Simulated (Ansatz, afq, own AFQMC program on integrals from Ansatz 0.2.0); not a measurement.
# AlNH2 (singlet): quantum Monte Carlo beside coupled cluster at distance Al1–N2 = 2.227 Å, cc-pVDZ

Aim: compute AlNH2 (singlet) with auxiliary-field quantum Monte Carlo on the same integrals as coupled cluster, and set the energies side by side.

Computed with Ansatz 0.2.0, Gaussian basis, and an in-house AFQMC program (afq) on its integrals; all values are calculated. Level: cc-pVDZ, frozen cores.

The runs, in order: PBE (unrestricted); r2SCAN (unrestricted); PBE0 (unrestricted); B3LYP (unrestricted); wB97M-V (unrestricted); B2PLYP (unrestricted); CCSD(T) on RHF; CCSDT(Q) on RHF; Phaseless AFQMC, CISD trial on RHF; Phaseless AFQMC, single-determinant trial on RHF; Free-projection AFQMC, CISD trial on RHF; UHF.

3 further runs of the same task are left out: 3 that didn't finish.

## 1. What is computed

The geometry derives from a PBE0/def2-TZVP stationary point (not a proven minimum). One bond is set to the value named and the two fragments are kept rigid.

4 atoms, charge 0, spin multiplicity 1.

Atoms are counted from 1 here; the program's logs count them from 0.

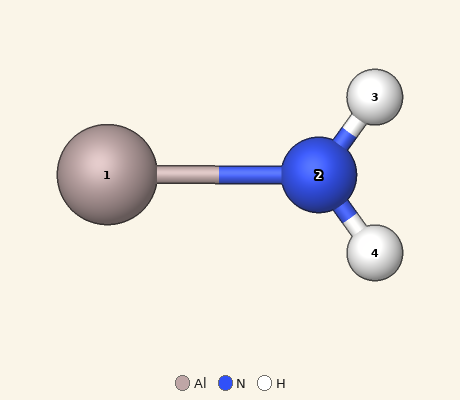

The structure; aluminium light grey, nitrogen blue, hydrogen white; atoms are numbered from 1 in the order of the file.

As a file:

```
Al    0.00000    0.00000    0.85737
N     0.00000    0.00000   -1.36963
H     0.00000    0.82226   -1.95912
H     0.00000   -0.82226   -1.95912
```

## 2. PBE (unrestricted)

in.yaml reads:

```yaml
crystal:
  periodic: [false, false, false]
  atoms:
    - {symbol: Al, position_ang: [0.000000, 0.000000, 0.857375]}
    - {symbol: N, position_ang: [0.000000, 0.000000, -1.369625]}
    - {symbol: H, position_ang: [0.000000, 0.822256, -1.959120]}
    - {symbol: H, position_ang: [0.000000, -0.822256, -1.959120]}
basis:
  gaussian: {orbitals: cc-pVDZ}
magnetization: {spin_polarized: true, initial_magnetization: 0}
hamiltonian: {xc: {name: PBE}}
output: {orbitals: {seedname: orbitals}}
```

The run is started by

```
ansatz run in.yaml --threads 1 --pin off --events-out ev --progress --plain --max-ram 1382MiB
```

Output:

```text
Functional definition: PBE
  name "PBE"
  cite "Perdew, Burke & Ernzerhof, Phys. Rev. Lett. 77, 3865 (1996) doi:10.1103/PhysRevLett.77.3865"
  parent pbe
  parameter kappa = 0.804
  parameter beta = 0.06672455060314922
  exchange = pbe_x(kappa = kappa, mu = beta*pi^2/3)
  correlation = pbe_c(beta = beta)
406 factors; integrals over basis functions are off by at most 1.1e-3 eV
mean field evaluation 1: about -8102.5778 eV, gradient 4.8e1 eV
mean field evaluation 2: about -7992.2909 eV, gradient 9.5e1 eV
mean field evaluation 4: about -8106.6625 eV, gradient 2.9e1 eV
mean field evaluation 8: about -8113.1864 eV, gradient 6.6e-2 eV
mean field evaluation 16: about -8113.1842 eV, gradient 5.5e-5 eV
mean field -8113.18415434 eV, -298.1540183584 hartree, gradient 5.5e-5 eV, S^2 0.000000; 0 other end points of the search recorded, 0 dependent functions left out
reference -8113.18418614 eV, -298.1540195269 hartree; 11, 11 occupied and 31, 31 virtual orbitals, 406 factors
Total energy: -8113.18418614 eV, -298.1540195269 hartree
```

It took 0.9 s on 1 thread of Arm Neoverse V2, shared host.

From the report: ⟨S²⟩ of the determinant 0.000 (pure singlet: 0.00).

## 3. r2SCAN (unrestricted)

Changes to in.yaml since step 2:

```diff
@@ -10,3 +10,2 @@
 magnetization: {spin_polarized: true, initial_magnetization: 0}
-hamiltonian: {xc: {name: PBE}}
-output: {orbitals: {seedname: orbitals}}
+hamiltonian: {xc: {name: r2SCAN}}
```

Same command.

Output:

```text
Functional definition: r2SCAN
  name "r2SCAN"
  cite "Furness, Kaplan, Ning, Perdew & Sun, J. Phys. Chem. Lett. 11, 8208 (2020) doi:10.1021/acs.jpclett.0c02405"
  cite "Furness, Kaplan, Ning, Perdew & Sun, J. Phys. Chem. Lett. 11, 9248 (2020) doi:10.1021/acs.jpclett.0c03077"
  parent r2scan
  parameter k0 = 0.174
  parameter k1 = 0.065
  parameter a1 = 4.9479
  exchange = r2scan_x(k0 = k0, k1 = k1, a1 = a1)
  correlation = r2scan_c
406 factors; integrals over basis functions are off by at most 1.1e-3 eV
mean field evaluation 1: about -8107.8999 eV, gradient 4.4e1 eV
mean field evaluation 2: about -8006.7516 eV, gradient 8.9e1 eV
mean field evaluation 4: about -8113.9649 eV, gradient 2.0e1 eV
mean field evaluation 8: about -8116.9623 eV, gradient 4.4e-2 eV
mean field evaluation 16: about -8116.7686 eV, gradient 1.5e0 eV
mean field -8116.96228383 eV, -298.2928620560 hartree, gradient 1.5e-5 eV, S^2 0.000000; 2 other end points of the search recorded, 0 dependent functions left out
reference -8116.96229593 eV, -298.2928625006 hartree; 11, 11 occupied and 31, 31 virtual orbitals, 406 factors
Total energy: -8116.96229593 eV, -298.2928625006 hartree
```

Run time: 2.3 s. Hardware: 1 thread of Arm Neoverse V2, shared host.

From the report: ⟨S²⟩ of the determinant 0.000 (pure singlet: 0.00).

## 4. PBE0 (unrestricted)

Changes to in.yaml since step 3:

```diff
@@ -10,2 +10,3 @@
 magnetization: {spin_polarized: true, initial_magnetization: 0}
-hamiltonian: {xc: {name: r2SCAN}}
+hamiltonian: {xc: {name: PBE0}}
+output: {orbitals: {seedname: orbitals}}
```

The command is unchanged.

Output:

```text
Functional definition: PBE0
  name "PBE0"
  cite "Adamo & Barone, J. Chem. Phys. 110, 6158 (1999) doi:10.1063/1.478522"
  cite "Perdew, Burke & Ernzerhof, Phys. Rev. Lett. 77, 3865 (1996) doi:10.1103/PhysRevLett.77.3865"
  parent pbe
  parameter a = 0.25
  parameter kappa = 0.804
  parameter beta = 0.06672455060314922
  exchange = (1 - a)*pbe_x(kappa = kappa, mu = beta*pi^2/3) + a*exact_x
  correlation = pbe_c(beta = beta)
406 factors; integrals over basis functions are off by at most 1.1e-3 eV
mean field evaluation 1: about -8105.9231 eV, gradient 4.1e1 eV
mean field evaluation 2: about -8048.3220 eV, gradient 8.9e1 eV
mean field evaluation 4: about -8113.6434 eV, gradient 2.6e0 eV
mean field evaluation 8: about -8113.7641 eV, gradient 2.9e-1 eV
mean field evaluation 16: about -8113.7646 eV, gradient 8.7e-5 eV
mean field -8113.76458221 eV, -298.1753486891 hartree, gradient 8.7e-5 eV, S^2 0.000000; 1 other end points of the search recorded, 0 dependent functions left out
reference -8113.76460594 eV, -298.1753495611 hartree; 11, 11 occupied and 31, 31 virtual orbitals, 406 factors
Total energy: -8113.76460594 eV, -298.1753495611 hartree
```

It took 1.2 s on 1 thread of Arm Neoverse V2, shared host.

From the report: ⟨S²⟩ of the determinant 0.000 (pure singlet: 0.00).

## 5. B3LYP (unrestricted)

Changes to in.yaml since step 4:

```diff
@@ -10,3 +10,2 @@
 magnetization: {spin_polarized: true, initial_magnetization: 0}
-hamiltonian: {xc: {name: PBE0}}
-output: {orbitals: {seedname: orbitals}}
+hamiltonian: {xc: {name: B3LYP}}
```

Same command.

Output, cut to the lines that bear on the results:

```text
Functional definition: B3LYP
  name "B3LYP"
  cite "Stephens, Devlin, Chabalowski & Frisch, J. Phys. Chem. 98, 11623 (1994) doi:10.1021/j100096a001"
  cite "Becke, Phys. Rev. A 38, 3098 (1988) doi:10.1103/PhysRevA.38.3098"
  cite "Lee, Yang & Parr, Phys. Rev. B 37, 785 (1988) doi:10.1103/PhysRevB.37.785"
  cite "Vosko, Wilk & Nusair, Can. J. Phys. 58, 1200 (1980) doi:10.1139/p80-159"
[...]
406 factors; integrals over basis functions are off by at most 1.1e-3 eV
[...]
mean field -8119.35062949 eV, -298.3806321404 hartree, gradient 2.0e-5 eV, S^2 0.000000; 0 other end points of the search recorded, 0 dependent functions left out
reference -8119.35082811 eV, -298.3806394393 hartree; 11, 11 occupied and 31, 31 virtual orbitals, 406 factors
Total energy: -8119.35082811 eV, -298.3806394393 hartree
```

It took 1.1 s on 1 thread of Arm Neoverse V2, shared host.

From the report: ⟨S²⟩ of the determinant 0.000 (pure singlet: 0.00).

## 6. wB97M-V (unrestricted)

Changes to in.yaml since step 5:

```diff
@@ -10,2 +10,3 @@
 magnetization: {spin_polarized: true, initial_magnetization: 0}
-hamiltonian: {xc: {name: B3LYP}}
+hamiltonian: {xc: {name: wB97M-V}}
+output: {orbitals: {seedname: orbitals}}
```

The command is unchanged.

Output, cut to the lines that bear on the results:

```text
Functional definition: wB97M-V
  name "wB97M-V"
  cite "Mardirossian & Head-Gordon, J. Chem. Phys. 144, 214110 (2016) doi:10.1063/1.4952647"
  cite "Becke, J. Chem. Phys. 107, 8554 (1997) doi:10.1063/1.475007"
  cite "Vydrov & Van Voorhis, J. Chem. Phys. 133, 244103 (2010) doi:10.1063/1.3521275"
  # Of w^i u^j: cxij and so on, Table III.
[...]
  gx(w, u) = 1 - cx + cx01*u + cx10*w
  gss(w, u) = css00 + css04*u^4 + css10*w + css20*w^2 + css43*w^4*u^3
  gos(w, u) = cos00 + cos10*w + (cos20 + cos21*u)*w^2 + (cos60 + cos61*u)*w^6
[...]
      + integral(e_c_pw_mod_opposite_spin*gos(b97_w_opposite, b97_u_opposite)) + vv10(b, c)
406 factors; integrals over basis functions are off by at most 1.1e-3 eV
136 factors; integrals over basis functions are off by at most 1.9e-5 eV
[...]
mean field -8117.72898967 eV, -298.3210379760 hartree, gradient 1.5e-5 eV, S^2 0.000000; 0 other end points of the search recorded, 0 dependent functions left out
reference -8117.72902493 eV, -298.3210392720 hartree; 11, 11 occupied and 31, 31 virtual orbitals, 406 factors
Total energy: -8117.72902493 eV, -298.3210392720 hartree
```

Wall time 4.9 s (1 thread of Arm Neoverse V2, shared host).

From the report: ⟨S²⟩ of the determinant 0.000 (pure singlet: 0.00).

## 7. B2PLYP (unrestricted)

Changes to in.yaml since step 6:

```diff
@@ -10,3 +10,3 @@
 magnetization: {spin_polarized: true, initial_magnetization: 0}
-hamiltonian: {xc: {name: wB97M-V}}
-output: {orbitals: {seedname: orbitals}}
+hamiltonian: {xc: {name: B2PLYP}}
+correlation: {electrons: outside_noble_gas}
```

Same command.

Output, cut to the lines that bear on the results:

```text
Functional definition: B2PLYP
  name "B2PLYP"
  cite "Grimme, J. Chem. Phys. 124, 034108 (2006) doi:10.1063/1.2148954"
  cite "Becke, Phys. Rev. A 38, 3098 (1988) doi:10.1103/PhysRevA.38.3098"
  cite "Lee, Yang & Parr, Phys. Rev. B 37, 785 (1988) doi:10.1103/PhysRevB.37.785"
[...]
406 factors; integrals over basis functions are off by at most 1.1e-3 eV
[...]
mean field -8111.84296716 eV, -298.1047306383 hartree, gradient 2.5e-6 eV, S^2 0.000000; 3 other end points of the search recorded, 0 dependent functions left out
6 core orbitals not correlated: weight in the atoms' cores, before any rotation towards them, 1.000 or more for the frozen orbitals, at most 0.000 for the correlated occupied ones
reference -8111.84309259 eV, -298.1047352480 hartree; 5, 5 occupied and 31, 31 virtual orbitals, 406 factors
second order -7.86961984 eV of doubles, -0.00000000 eV of singles
Total energy: -8113.96788995 eV, -298.1828201106 hartree
```

It took 2 s on 1 thread of Arm Neoverse V2, shared host.

From the report: ⟨S²⟩ of the determinant 0.000 (pure singlet: 0.00).

## 8. CCSD(T) on RHF

Changes to in.yaml since step 7:

```diff
@@ -9,4 +9,3 @@
   gaussian: {orbitals: cc-pVDZ}
-magnetization: {spin_polarized: true, initial_magnetization: 0}
-hamiltonian: {xc: {name: B2PLYP}}
-correlation: {electrons: outside_noble_gas}
+magnetization: {spin_polarized: false}
+correlation: {method: ccsd_t, electrons: outside_noble_gas, hamiltonian_folder: ham}
```

Same command.

Output, cut to the lines that bear on the results:

```text
Functional definition: HF
  name "HF"
  cite "Fock, Z. Phys. 61, 126 (1930) doi:10.1007/BF01340294"
  parent pbe
[...]
406 factors; integrals over basis functions are off by at most 1.1e-3 eV
[...]
mean field -8095.54375290 eV, -297.5057455623 hartree, gradient 1.2e-6 eV, S^2 0.000000; 0 other end points of the search recorded, 0 dependent functions left out
6 core orbitals not correlated: weight in the atoms' cores, before any rotation towards them, 1.000 or more for the frozen orbitals, at most 0.000 for the correlated occupied ones
reference -8095.54375290 eV, -297.5057455623 hartree; 5, 5 occupied and 31, 31 virtual orbitals, 406 factors
second order -6.20259792 eV of doubles, -0.00000000 eV of singles
cycle   1  -6.49649767 eV  change   -2.9e-1 eV  update   9.9e-2
[...]
cycle  11  -6.84328138 eV  change   -2.7e-6 eV  update   7.8e-6
perturbative correction -0.21917445 eV, -0.0080545125 hartree
Total energy: -8102.60620873 eV, -297.7652860272 hartree
```

Run time: 0.36 s. Hardware: 1 thread of Arm Neoverse V2, shared host.

From the report: correlation -7.0625 eV; T1 0.028; largest double amplitude 0.10.

This run also writes the integrals to the folder ham.

[end of part 1 of 2]
